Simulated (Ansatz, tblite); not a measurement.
# (FSn)4S6 adamantane (Sn4S6F4): spin states and exact exchange

Is the singlet the ground state of (FSn)4S6 adamantane (Sn4S6F4)? Other spin states are computed and compared level by level.

Computed with Ansatz 0.2.0, Gaussian basis. Level: as each input shows.

Plan: triplet, at the geometry of the singlet (GFN1-xTB, GFN2-xTB, PBE0-D4/def2-TZVP, PBE-D4/def2-TZVP, r2SCAN-D4/def2-TZVP); the singlet's energies come from earlier runs.

## Step 1: The geometry

The singlet was relaxed beforehand with PBE-D4/def2-SVP.

14 atoms, charge 0, spin multiplicity 1.

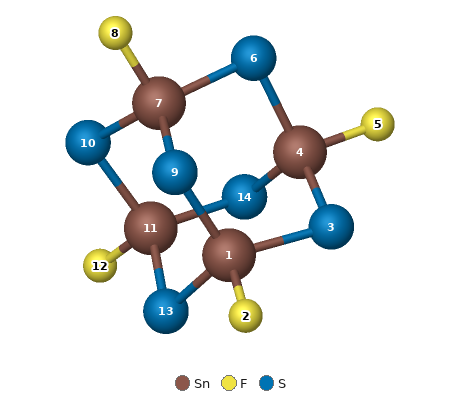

The geometry (tin brown, fluorine yellow, sulfur blue); atoms are numbered from 1 in the order of the file.

Sn takes a core potential in the def2 sets. No spin-orbit coupling is included.

## Step 2: Triplet at the fixed geometry, GFN1-xTB

Tight binding, by tblite at 300 K electronic temperature and without a spin-polarisation term:

```python
tblite.interface.Calculator('GFN1-xTB', numbers, positions, charge=0, uhf=2).singlepoint()
```

Energy -1443.4054 eV; 0.063 s.

## Step 3: Triplet at the fixed geometry, GFN2-xTB

Tight binding, by tblite at 300 K electronic temperature and without a spin-polarisation term:

```python
tblite.interface.Calculator('GFN2-xTB', numbers, positions, charge=0, uhf=2).singlepoint()
```

Energy -1284.6147 eV; 0.17 s.

## Step 4: Triplet at the fixed geometry, PBE0-D4/def2-TZVP

Input file in.yaml:

```yaml
crystal:
  periodic: [false, false, false]
  atoms:
    - {symbol: Sn, position_ang: [-0.833261, 1.331320, 1.629000]}
    - {symbol: F, position_ang: [-1.550674, 2.476284, 3.029581]}
    - {symbol: S, position_ang: [1.523094, 1.091736, 2.211429]}
    - {symbol: Sn, position_ang: [2.206072, -0.347730, 0.364917]}
    - {symbol: F, position_ang: [4.103102, -0.646971, 0.679506]}
    - {symbol: S, position_ang: [2.132621, 0.722486, -1.825640]}
    - {symbol: Sn, position_ang: [-0.283450, 0.999818, -2.010118]}
    - {symbol: F, position_ang: [-0.527388, 1.860270, -3.738506]}
    - {symbol: S, position_ang: [-1.238945, 2.585976, -0.422689]}
    - {symbol: S, position_ang: [-1.525315, -1.089732, -2.210980]}
    - {symbol: Sn, position_ang: [-1.088907, -1.983508, 0.015971]}
    - {symbol: F, position_ang: [-2.026343, -3.688861, 0.030268]}
    - {symbol: S, position_ang: [-2.130163, -0.724680, 1.826992]}
    - {symbol: S, position_ang: [1.239555, -2.586416, 0.420269]}
basis:
  gaussian: {orbitals: def2-TZVP, fitting: {mean_field: def2-universal-jkfit}}
magnetization: {spin_polarized: true, initial_magnetization: 2}
hamiltonian: {xc: pbe0, dispersion: d4}
scf: {omitted_lower_state_checks: [starts]}
output: {orbitals: {seedname: orbitals}}
```

Launch:

```console
> ansatz run in.yaml --threads 2 --pin off --events-out ev --progress --plain --max-ram 32768MiB --backend cuda --devices 0, --max-vram 18GiB
```

Log:

```text
Functional definition: PBE0
  name "PBE0"
  cite "Adamo & Barone, J. Chem. Phys. 110, 6158 (1999) doi:10.1063/1.478522"
  cite "Perdew, Burke & Ernzerhof, Phys. Rev. Lett. 77, 3865 (1996) doi:10.1103/PhysRevLett.77.3865"
  parent pbe
  parameter a = 0.25
  parameter kappa = 0.804
  parameter beta = 0.06672455060314922
  exchange = (1 - a)*pbe_x(kappa = kappa, mu = beta*pi^2/3) + a*exact_x
  correlation = pbe_c(beta = beta)
these checks for a lower state are left out or cut short: starts
1948 factors; integrals over basis functions are off by at most 1.6e0 eV
mean field evaluation 1: about -99178.7808 eV, gradient 5.9e1 eV
mean field evaluation 2: about -99095.2422 eV, gradient 1.6e2 eV
mean field evaluation 4: about -99189.3940 eV, gradient 1.4e1 eV
mean field evaluation 8: about -99190.7558 eV, gradient 1.5e0 eV
mean field evaluation 16: about -99190.8051 eV, gradient 9.1e-2 eV
mean field evaluation 32: about -99190.8063 eV, gradient 3.9e-5 eV
mean field -99190.80630429 eV, -3645.1948977395 hartree, gradient 2.7e-6 eV, S^2 2.012273; 0 other end points of the search recorded, 0 dependent functions left out
reference -99190.80635789 eV, -3645.1948997089 hartree; 111, 109 occupied and 435, 437 virtual orbitals, 1948 factors
Total energy: -99191.93975678 eV, -3645.2365513500 hartree
Checks for a lower state left out: starts
```

Run time: 33 s. Hardware: 1 × H100 (card shared with other runs) with 2 threads of AMD EPYC 7R13, shared host; peak host memory 1.2 GiB.

HOMO -5.46 eV, LUMO -7.28 eV (over both spins; with the spin held, an empty level of the minority spin lies below the top filled one); ⟨S²⟩ 2.012 (pure: 2.00).

## Step 5: Triplet at the fixed geometry, PBE-D4/def2-TZVP

start.molden holds the orbitals of an earlier run on this state, given as this run's starting guess.

Changes to in.yaml since step 4:

```diff
@@ -18,5 +18,5 @@
 basis:
-  gaussian: {orbitals: def2-TZVP, fitting: {mean_field: def2-universal-jkfit}}
+  gaussian: {orbitals: def2-TZVP, fitting: {mean_field: def2-universal-jkfit}, initial_orbitals: start.molden}
 magnetization: {spin_polarized: true, initial_magnetization: 2}
-hamiltonian: {xc: pbe0, dispersion: d4}
+hamiltonian: {xc: pbe, dispersion: d4}
 scf: {omitted_lower_state_checks: [starts]}
```

The command is unchanged.

Log:

```text
Functional definition: PBE
  name "PBE"
  cite "Perdew, Burke & Ernzerhof, Phys. Rev. Lett. 77, 3865 (1996) doi:10.1103/PhysRevLett.77.3865"
  parent pbe
  parameter kappa = 0.804
  parameter beta = 0.06672455060314922
  exchange = pbe_x(kappa = kappa, mu = beta*pi^2/3)
  correlation = pbe_c(beta = beta)
these checks for a lower state are left out or cut short: starts
1948 factors; integrals over basis functions are off by at most 1.6e0 eV
mean field evaluation 1: about -99185.5493 eV, gradient 1.6e1 eV
mean field evaluation 2: about -99186.0558 eV, gradient 6.9e-1 eV
mean field evaluation 4: about -99186.1011 eV, gradient 3.0e-1 eV
mean field evaluation 8: about -99186.1376 eV, gradient 2.6e-1 eV
mean field evaluation 16: about -99186.1500 eV, gradient 1.5e-2 eV
mean field -99186.15005831 eV, -3645.0237838557 hartree, gradient 2.6e-6 eV, S^2 2.002733; 0 other end points of the search recorded, 0 dependent functions left out
reference -99186.15013461 eV, -3645.0237866597 hartree; 111, 109 occupied and 435, 437 virtual orbitals, 1948 factors
Total energy: -99187.40685455 eV, -3645.0699702656 hartree
Checks for a lower state left out: starts
```

Wall time 30 s (1 × H100 (card shared with other runs) with 2 threads of AMD EPYC 7R13, shared host); peak host memory 1.1 GiB.

HOMO -4.92 eV, LUMO -7.44 eV (over both spins; with the spin held, an empty level of the minority spin lies below the top filled one); ⟨S²⟩ 2.003 (pure: 2.00).

## Step 6: Triplet at the fixed geometry, r2SCAN-D4/def2-TZVP

Changes to in.yaml since step 5:

```diff
@@ -20,3 +20,3 @@
 magnetization: {spin_polarized: true, initial_magnetization: 2}
-hamiltonian: {xc: pbe, dispersion: d4}
+hamiltonian: {xc: r2scan, dispersion: d4}
 scf: {omitted_lower_state_checks: [starts]}
```

Same command.

Log:

```text
Functional definition: r2SCAN
  name "r2SCAN"
  cite "Furness, Kaplan, Ning, Perdew & Sun, J. Phys. Chem. Lett. 11, 8208 (2020) doi:10.1021/acs.jpclett.0c02405"
  cite "Furness, Kaplan, Ning, Perdew & Sun, J. Phys. Chem. Lett. 11, 9248 (2020) doi:10.1021/acs.jpclett.0c03077"
  parent r2scan
  parameter k0 = 0.174
  parameter k1 = 0.065
  parameter a1 = 4.9479
  exchange = r2scan_x(k0 = k0, k1 = k1, a1 = a1)
  correlation = r2scan_c
these checks for a lower state are left out or cut short: starts
1948 factors; integrals over basis functions are off by at most 1.6e0 eV
mean field evaluation 1: about -99223.9103 eV, gradient 1.1e1 eV
mean field evaluation 2: about -99224.0789 eV, gradient 3.3e-1 eV
mean field evaluation 4: about -99224.0853 eV, gradient 8.7e-2 eV
mean field evaluation 8: about -99224.0886 eV, gradient 2.9e-1 eV
mean field evaluation 16: about -99224.0991 eV, gradient 1.2e-2 eV
mean field -99224.09908982 eV, -3646.4183850407 hartree, gradient 8.8e-6 eV, S^2 2.006799; 0 other end points of the search recorded, 0 dependent functions left out
reference -99224.09911618 eV, -3646.4183860095 hartree; 111, 109 occupied and 435, 437 virtual orbitals, 1948 factors
Total energy: -99224.41580392 eV, -3646.4300240695 hartree
Checks for a lower state left out: starts
```

Run time: 33 s. Hardware: 1 × H100 (card shared with other runs) with 2 threads of AMD EPYC 7R13, shared host; peak host memory 1.3 GiB.

From the report: HOMO -4.95 eV, LUMO -7.67 eV (over both spins; with the spin held, an empty level of the minority spin lies below the top filled one); ⟨S²⟩ 2.007 (pure: 2.00).

## Step 7: Triplet less singlet, vertical

The singlet's energies are those of its earlier runs, whose logs aren't repeated here.

```
              level  triplet less singlet, vertical (kcal/mol)    time
           GFN1-xTB                                      +52.0  0.12 s
           GFN2-xTB                                      +34.8  0.26 s
   PBE-D4/def2-TZVP                                      +58.3    45 s
r2SCAN-D4/def2-TZVP                                      +65.9    54 s
  PBE0-D4/def2-TZVP                                      +74.5    55 s
```

Times add the two runs; a level without a time comes out of a correlated run. Tight binding without a spin term can't rank spin states.

## Step 8: Summary of results

| quantity | value |
| --- | --- |
| triplet less singlet, vertical, functionals in def2-TZVP | +58.3 (PBE-D4) to +74.5 kcal/mol (PBE0-D4) |

In words: All functionals put the triplet above the singlet, over a spread of 16.2 kcal/mol. The checks for a lower triplet were left out, so another state of that spin may lie lower. These are electronic energies, without zero-point motion, entropy or surroundings.
